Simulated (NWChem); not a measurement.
**One shape, several levels: quartet N2H**

We compute a comparison of 6 runs (UB3LYP/6-31G*, U-r2SCAN/def2-TZVPPD, UB3LYP/def2-TZVPPD, UM06-2X/def2-TZVPPD, UPBE0/def2-TZVPPD) of quartet N2H. 

The results are computed with NWChem 7.3.0.

4 further runs of the same task are left out: 1 that didn't finish, 3 set aside as unsound or not needed.

## 1. Starting point

N2H: 3 atoms, total charge 0, spin state quartet. As SMILES of the parent species, `[N]=N`. The shape is that of a PBE0-D4/def2-TZVP optimisation. That shape belongs to the parent species and isn't relaxed for this state.

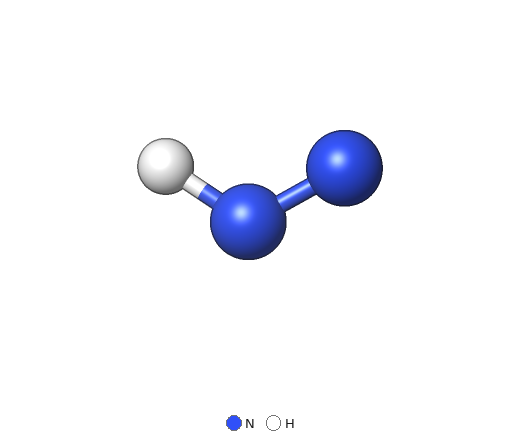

The structure, seen from a chosen angle (nitrogen blue, hydrogen white).

## 2. The energy at UB3LYP/6-31G(d) (spherical functions) (run 1)

nw.nw

```
start nw
memory total 2200 mb

geometry units angstroms noautosym nocenter noautoz
N     0.710530   -0.606720    0.326180
N    -0.268660   -0.217710   -0.170100
H    -0.441870    0.824430   -0.156080
end

basis spherical bse
* library 6-31G*
end

dft
xc b3lyp
mult 4
grid xfine
convergence energy 1e-08
maxiter 100
mulliken
end

task dft energy
```

On the command line:

```
$ nwchem nw.nw > nw.out
```

Output:

```text
[...]
          Wavefunction type:  spin polarized.
          No. of atoms     :     3
          No. of electrons :    15
[...]
          Charge           :     0
          Spin multiplicity:     4
[...]
          AO basis - number of functions:    30
[...]
              XC Information
              --------------
                         B3LYP Method XC Potential
                     Hartree-Fock (Exact) Exchange  0.200
                        Slater Exchange Functional  0.800 local
                    Becke 1988 Exchange Functional  0.720 non-local
              Lee-Yang-Parr Correlation Functional  0.810
                  VWN I RPA Correlation Functional  0.190 local
[...]
 d= 0,ls=0.0,diis     1   -109.7574035823 -1.37D+02  1.27D-02  9.30D-02     0.4
[...]
 d= 0,ls=0.0,diis    12   -109.7997691368 -9.46D-10  9.14D-07  2.77D-10     4.0
[...]
         Total DFT energy =     -109.799769136791
      One electron energy =     -203.205012976397
           Coulomb energy =       79.853190258156
    Exchange-Corr. energy =      -14.167635436396
 Nuclear repulsion energy =       27.719689017845
[...]
      Total Density - Mulliken Population Analysis
     ---------------------------------------------
    Atom       Charge   Shell Charges
 -----------   ------   -------------------------------------------------------
    1 N    7     7.07   2.00  0.84  2.30  0.80  1.09  0.05
    2 N    7     7.26   2.00  0.83  2.42  0.76  1.20  0.06
    3 H    1     0.67   0.49  0.18
[...]
      <S2> =      3.7554 (Exact =     3.7500)
[...]
```

Wall time 4.8 s (1 thread of Intel Xeon 6975P-C (Granite Rapids), shared host); peak memory 0.12 GiB.

## 3. A single-point energy at UB3LYP/6-31G(d) (Cartesian functions) (run 2)

nw.nw

```
start nw
memory 2200 mb
charge 0

geometry units angstrom noautosym nocenter noautoz
  N      0.710530    -0.606720     0.326180
  N     -0.268660    -0.217710    -0.170100
  H     -0.441870     0.824430    -0.156080
end

basis "ao basis" cartesian
  N library 6-31G*
  H library 6-31G*
end

dft
  xc b3lyp
  mult 4
  grid xfine
  convergence energy 1e-08
  maxiter 100
  mulliken
  print medium
end

task dft energy
```

On the command line:

```
$ nwchem nw.nw > nw.out
```

Output:

```text
[...]
          Wavefunction type:  spin polarized.
          No. of atoms     :     3
          No. of electrons :    15
[...]
          Charge           :     0
          Spin multiplicity:     4
[...]
          AO basis - number of functions:    32
[...]
              XC Information
              --------------
                         B3LYP Method XC Potential
                     Hartree-Fock (Exact) Exchange  0.200
                        Slater Exchange Functional  0.800 local
                    Becke 1988 Exchange Functional  0.720 non-local
              Lee-Yang-Parr Correlation Functional  0.810
                  VWN I RPA Correlation Functional  0.190 local
[...]
 d= 0,ls=0.0,diis     1   -109.7592084651 -1.37D+02  1.22D-02  1.12D-01     0.7
[...]
 d= 0,ls=0.0,diis    12   -109.8026700023 -9.80D-10  8.46D-07  2.43D-10     6.2
[...]
         Total DFT energy =     -109.802670002346
      One electron energy =     -203.188531961633
           Coulomb energy =       79.817208562654
    Exchange-Corr. energy =      -14.151035621213
 Nuclear repulsion energy =       27.719689017845
[...]
      Total Density - Mulliken Population Analysis
     ---------------------------------------------
    Atom       Charge   Shell Charges
 -----------   ------   -------------------------------------------------------
    1 N    7     7.08   1.99  0.85  2.30  0.86  1.07  0.01
    2 N    7     7.25   1.99  0.83  2.42  0.79  1.19  0.04
    3 H    1     0.67   0.49  0.18
[...]
      <S2> =      3.7555 (Exact =     3.7500)
[...]
```

Wall time 6.9 s (1 thread of Intel Xeon 6975P-C (Granite Rapids), shared host); peak memory 0.12 GiB.

Runs 3 to 5 aren't shown in full; the table further down has their settings and results.

## 4. The energy at UPBE0/def2-TZVPPD (run 6)

struct.nw

```
start struct
memory stack 880 mb heap 220 mb global 1100 mb

geometry units angstroms noautosym nocenter noautoz
  N      0.710530    -0.606720     0.326180
  N     -0.268660    -0.217710    -0.170100
  H     -0.441870     0.824430    -0.156080
end

basis "ao basis" spherical bse
  N library def2-TZVPPD
  H library def2-TZVPPD
end

dft
  xc pbe0
  mult 4
  grid fine
  convergence energy 1e-08
  maxiter 100
  mulliken
end

task dft energy
```

On the command line:

```
$ nwchem struct.nw > struct.out
```

Output:

```text
[...]
          Wavefunction type:  spin polarized.
          No. of atoms     :     3
          No. of electrons :    15
[...]
          Charge           :     0
          Spin multiplicity:     4
[...]
          AO basis - number of functions:    91
[...]
              XC Information
              --------------
                         PBE0 Method XC Functional
                     Hartree-Fock (Exact) Exchange  0.250
          PerdewBurkeErnzerhof Exchange Functional  0.750
            Perdew 1991 LDA Correlation Functional  1.000 local
           PerdewBurkeErnz. Correlation Functional  1.000 non-local
[...]
 d= 0,ls=0.0,diis     1   -109.6864624915 -1.37D+02  3.50D-03  1.22D-01     1.4
[...]
 d= 0,ls=0.0,diis    13   -109.7319140209 -6.39D-09  2.00D-07  6.07D-10    11.0
[...]
         Total DFT energy =     -109.731914020931
      One electron energy =     -203.167124719573
           Coulomb energy =       79.747815834185
    Exchange-Corr. energy =      -14.032294153388
 Nuclear repulsion energy =       27.719689017845
[...]
      Total Density - Mulliken Population Analysis
     ---------------------------------------------
    Atom       Charge   Shell Charges
 -----------   ------   -------------------------------------------------------
    1 N    7     7.14   0.82  1.15  0.59  0.83  0.33  0.03  1.46  1.37  0.45  0.01  0.05  0.03  0.01
    2 N    7     7.01   0.82  1.15  0.58  0.81  0.13 -0.01  1.51  1.46  0.44  0.01  0.07  0.04  0.01
    3 H    1     0.85   0.25  0.42  0.08  0.01  0.04  0.04  0.00
[...]
      <S2> =      3.7585 (Exact =     3.7500)
[...]
```

Wall time 12 s (1 thread of Intel Xeon 6975P-C (Granite Rapids), shared host); peak memory 0.11 GiB.

## 5. All runs side by side

```
run                                level  Cartesian functions  integration grid  energy (Eh)  dipole moment (D)  HOMO energy (eV)   ⟨S²⟩  wall time
  1  UB3LYP/6-31G* (spherical functions)                   no             xfine  -109.799769               1.29             -4.17  3.755      4.8 s
  2  UB3LYP/6-31G* (Cartesian functions)                  yes             xfine  -109.802670               1.30             -4.19  3.756      6.9 s
  3                 U-r2SCAN/def2-TZVPPD                   no              fine  -109.801836               1.07             -3.65  3.760       16 s
  4                   UB3LYP/def2-TZVPPD                   no              fine  -109.856430               1.21             -4.63  3.758       11 s
  5                  UM06-2X/def2-TZVPPD                   no              fine  -109.801813               1.08             -6.43  3.761       17 s
  6                    UPBE0/def2-TZVPPD                   no              fine  -109.731914               1.20             -4.90  3.759       12 s
```

## 6. Results

| quantity | value |
| --- | --- |
| run 6: total energy | -109.73191 Eh |
| run 6: dipole moment | 1.20 D |
| run 6: HOMO energy (highest over α and β) | -4.90 eV |
| run 6: ⟨S²⟩ | 3.759 |

In words: The dipole moment (its size) runs from 1.07 D (U-r2SCAN/def2-TZVPPD) to 1.30 D (UB3LYP/6-31G*). The two ends differ in method and basis. Totals of different functionals can't be ranked against each other. All runs together took 67 s, the longest 17 s.
